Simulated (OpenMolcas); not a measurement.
**One shape, several levels: CH6AlFSi (SMILES C[SiH2][AlH][F])**

We compute a comparison of 6 runs (HF/3-21G, B3LYP/6-31G*, TPSS/6-31G*, r2SCAN/6-31G*, revPBE/6-31G*, MP2/6-31G*) of CH6AlFSi. 

Program for the calculation: OpenMolcas 26.06.

1 further run of the same task is left out (set aside as unsound or not needed).

## Step 1: Starting point

The species is CH6AlFSi (10 atoms), meant as a singlet with charge 0. As SMILES, `C[SiH2][AlH][F]`. The shape is that of a PBE0-D4/def2-TZVP optimisation. This is one conformer, not always the lowest.

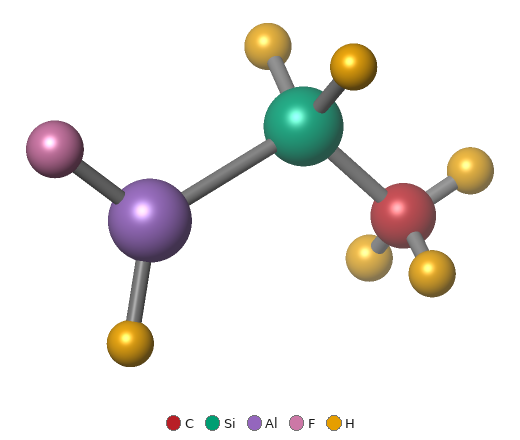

Viewed from a chosen angle; carbon red, silicon teal, aluminium purple, fluorine pink, hydrogen amber.

## Step 2: Energy and gradient at HF/3-21G (run 1)

Input file job.input:

```
&GATEWAY
BasLib = $CurrDir
Coord
10
angstrom
C        0.209300       1.522100      -0.549700
Si      -0.487300       0.185700       0.578100
Al       0.320500      -2.061900       0.018500
F       -0.271300      -3.324400       0.910100
H       -0.171000       2.504900      -0.262800
H       -0.069900       1.340800      -1.589900
H        1.299800       1.551100      -0.495300
H       -1.978700       0.198000       0.509600
H       -0.129200       0.490400       1.995500
H        1.361100      -2.457900      -1.111000
Basis = 3-21G
Group = NoSym
&SEWARD
&SCF
Thresholds = 1e-10 1e-07 1e-07 1e-05
PrOrbitals = 1 2
&ALASKA
```

The basis set 3-21G is read from a file made from the Basis Set Exchange's data (not shown).

Run with:

```sh
$ export MOLCAS_MEM=1860
$ pymolcas job.input > job.log
```

Standard output:

```text
--- Start Module: gateway ---
[...]
--- Stop Module: gateway /rc=_RC_ALL_IS_WELL_ ---
[...]
      Basis functions           56
[...]
--- Start Module: scf ---
[...]
       Convergence after  12 Iterations
[...]
::    Total SCF energy                               -668.1004286880
[...]
      Total spin, S                                     0.0000000000
[...]
      Total electronic charge=   48.000000
      Total            charge=   -0.000000
[...]
      Dipole Moment (debye):
      Origin of the operator (angstrom)=   -0.0795   -0.9964    0.2870
                   X=  8.0337E-01               Y=  1.6473E+00               Z= -1.2448E+00           Total=  2.2155E+00
      Quadrupole Moment (debye*angstrom):
[...]
--- Stop Module: scf /rc=_RC_ALL_IS_WELL_ ---
[...]
--- Start Module: alaska ---
[...]
 *              Molecular gradients               *
 **************************************************
  Irreducible representation: a
 ------------------------------------------------------------------------------------------
                              X                       Y                       Z
 ------------------------------------------------------------------------------------------
  C1               -7.40535328119063E-03   -1.38321799924226E-02    1.18760999007930E-02
  SI2               5.99484977367881E-03    8.14419761069018E-03   -9.13520463370121E-03
  AL3               5.91910608401136E-04   -5.12552710745240E-03    8.34944707426288E-05
  F4                7.02272119445624E-04    6.78875945770763E-03   -1.92882048284559E-03
  H5               -2.38943353369714E-03    4.26498625037919E-03    2.18402748458157E-03
  H6               -1.39464355759811E-03   -1.55070360099888E-03   -4.42237514588184E-03
  H7                4.88652323227168E-03   -5.61518338414835E-04    5.21187359132924E-04
  H8                9.67680018757910E-04    2.61676644706218E-04    1.68476215942161E-04
[...]
--- Stop Module: alaska /rc=_RC_ALL_IS_WELL_ ---
[...]
```

Run time: 3.9 s. Hardware: 1 thread of Intel Xeon Platinum 8259CL at 2.50GHz (Skylake/Cascade Lake), shared host; peak memory 0.39 GiB.

## Step 3: Energy and gradient at B3LYP/6-31G(d) (spherical functions) (run 2)

Input file calc.inp:

```
&GATEWAY
 BasLib = $CurrDir
 BasisSet
 C.6-31Gs....
 C1 0.209300 1.522100 -0.549700 angstrom
 End of Basis
 BasisSet
 Si.6-31Gs....
 Si2 -0.487300 0.185700 0.578100 angstrom
 End of Basis
 BasisSet
 Al.6-31Gs....
 Al3 0.320500 -2.061900 0.018500 angstrom
 End of Basis
 BasisSet
 F.6-31Gs....
 F4 -0.271300 -3.324400 0.910100 angstrom
 End of Basis
 BasisSet
 H.6-31Gs....
 H5 -0.171000 2.504900 -0.262800 angstrom
 H6 -0.069900 1.340800 -1.589900 angstrom
 H7 1.299800 1.551100 -0.495300 angstrom
 H8 -1.978700 0.198000 0.509600 angstrom
 H9 -0.129200 0.490400 1.995500 angstrom
 H10 1.361100 -2.457900 -1.111000 angstrom
 End of Basis

&SEWARD
 GridInput
 Grid=UltraFine
 End of Grid

&SCF
 KSDFT = B3LYP
 Thresholds = 1e-10 1e-07 1e-07 1e-05
 PrOrbitals = 1 1

&ALASKA
```

The basis set 6-31G* is read from a file made from the Basis Set Exchange's data (not shown).

Run with:

```sh
$ export MOLCAS_MEM=1860
$ pymolcas calc.inp > calc.log
```

Standard output:

```text
--- Start Module: gateway ---
[...]
--- Stop Module: gateway /rc=_RC_ALL_IS_WELL_ ---
[...]
      Basis functions           76
[...]
--- Start Module: scf ---
[...]
       Convergence after  13 Iterations
[...]
::    Total KS-DFT energy                            -673.5524123873
[...]
      Total spin, S                                     0.0000000000
[...]
      Total electronic charge=   48.000000
      Total            charge=   -0.000000
[...]
      Dipole Moment (debye):
      Origin of the operator (angstrom)=   -0.0795   -0.9964    0.2870
                   X=  5.9413E-01               Y=  1.7139E+00               Z= -1.0194E+00           Total=  2.0808E+00
      Quadrupole Moment (debye*angstrom):
[...]
--- Stop Module: scf /rc=_RC_ALL_IS_WELL_ ---
[...]
--- Start Module: alaska ---
[...]
 *              Molecular gradients               *
 **************************************************
  Irreducible representation: a
 ------------------------------------------------------------------------------------------
                              X                       Y                       Z
 ------------------------------------------------------------------------------------------
  C1               -8.64669627674175E-04   -2.35248850084879E-03    1.48826964115667E-03
  SI2               1.41173379333281E-03    4.47242852249019E-03   -2.64621667562626E-03
  AL3              -7.56891057500653E-04   -4.63780080916698E-03    1.53625359055276E-03
  F4                1.86069471467665E-03    5.75977833140229E-03   -3.09899784239764E-03
  H5                3.97296129713176E-04   -2.34771868175798E-03   -3.54603801691056E-05
  H6                3.46752663822558E-04   -2.28025107170210E-04    2.30700326500122E-03
  H7               -2.18968152839727E-03   -6.06260599865460E-04    2.15835364435903E-04
  H8                7.48739101736007E-04   -3.39921990708869E-04   -3.10972815212779E-04
[...]
--- Stop Module: alaska /rc=_RC_ALL_IS_WELL_ ---
[...]
```

Wall time 45 s (1 thread of Intel Xeon Platinum 8259CL at 2.50GHz (Skylake/Cascade Lake), shared host); peak memory 0.43 GiB.

Runs 3 to 5 aren't shown in full; the table further down has their settings and results.

## Step 4: The energy at MP2/6-31G(d) (spherical functions) (run 6)

Input file job.inp:

```
&GATEWAY
  BasLib = $CurrDir
  Coord
  10
  angstrom
  C        0.209300       1.522100      -0.549700
  Si      -0.487300       0.185700       0.578100
  Al       0.320500      -2.061900       0.018500
  F       -0.271300      -3.324400       0.910100
  H       -0.171000       2.504900      -0.262800
  H       -0.069900       1.340800      -1.589900
  H        1.299800       1.551100      -0.495300
  H       -1.978700       0.198000       0.509600
  H       -0.129200       0.490400       1.995500
  H        1.361100      -2.457900      -1.111000
  Basis = 6-31Gs
  Group = NoSym

&SEWARD

&SCF
  Thresholds = 1e-10 1e-07 1e-07 1e-05
  PrOrbitals = 1 2

&MBPT2
  Frozen = 12
```

The basis set 6-31G* is read from a file made from the Basis Set Exchange's data (not shown).

Run with:

```sh
$ export MOLCAS_MEM=1860
$ pymolcas job.inp > job.log
```

Standard output:

```text
--- Start Module: gateway ---
[...]
--- Stop Module: gateway /rc=_RC_ALL_IS_WELL_ ---
[...]
      Basis functions           76
[...]
--- Start Module: scf ---
[...]
       Convergence after  12 Iterations
[...]
::    Total SCF energy                               -671.6875314365
[...]
      Total spin, S                                     0.0000000000
[...]
      Total electronic charge=   48.000000
      Total            charge=   -0.000000
[...]
      Dipole Moment (debye):
      Origin of the operator (angstrom)=   -0.0795   -0.9964    0.2870
                   X=  7.0298E-01               Y=  1.7174E+00               Z= -1.1427E+00           Total=  2.1793E+00
      Quadrupole Moment (debye*angstrom):
[...]
--- Stop Module: scf /rc=_RC_ALL_IS_WELL_ ---
[...]
--- Start Module: mbpt2 ---
[...]
WARNING!
Default frozen orbitals as non valence orbitals is overwritten by user input.
Default values:   6
[...]
       Reference weight ( Cref**2 )         =        0.87184
::    Total MBPT2 energy                             -672.1204219574
[...]
      Total MBPT2 calculations                           0.21      0.24
--- Stop Module: mbpt2 /rc=_RC_ALL_IS_WELL_ ---
[...]
```

Run time: 6.9 s. Hardware: 1 thread of Intel Xeon Platinum 8259CL at 2.50GHz (Skylake/Cascade Lake), shared host; peak memory 0.43 GiB.

## Step 5: All runs side by side

```tsv
run	level	integration grid	task	energy (Eh)	dipole moment (D) of the reference	HOMO energy (eV)	LUMO energy (eV)	wall time
1	HF/3-21G	–	gradient	-668.100429	2.22	-10.09	1.18	3.9 s
2	B3LYP/6-31G* (spherical functions)	UltraFine	gradient	-673.552412	2.08	-7.19	-1.59	45 s
3	TPSS/6-31G* (spherical functions)	UltraFine	gradient	-673.568882	1.95	-6.45	-2.01	64 s
4	r2SCAN/6-31G* (spherical functions)	UltraFine	gradient	-673.381327	2.04	-6.53	-1.90	59 s
5	revPBE/6-31G* (spherical functions)	UltraFine	gradient	-673.340837	2.01	-6.22	-2.06	48 s
6	MP2/6-31G* (spherical functions)	–	energy	-672.120422	2.18	-10.08	1.22	6.9 s
```

## Step 6: Outcome

```
                                           quantity          value
                                run 6: total energy  -672.12042 Eh
          run 6: dipole moment (mean-field density)         2.18 D
         run 6: HOMO energy (Hartree–Fock orbitals)      -10.08 eV
         run 6: LUMO energy (Hartree–Fock orbitals)        1.22 eV
       run 6: HOMO–LUMO gap (Hartree–Fock orbitals)       11.30 eV
run 6: correlation energy (12 core orbitals frozen)     -432.9 mEh
```

Over runs 1, 2, 3, 4, 5 the dipole moment (its size) runs from 1.95 D (TPSS/6-31G*) to 2.22 D (HF/3-21G). The two ends differ in method and basis. Over runs 1, 2, 3, 4, 5 the HOMO–LUMO gap runs from 4.16 eV (revPBE/6-31G*) to 11.27 eV (HF/3-21G). Totals of different functionals can't be ranked against each other. All runs together took 3.8 min, the longest 64 s.
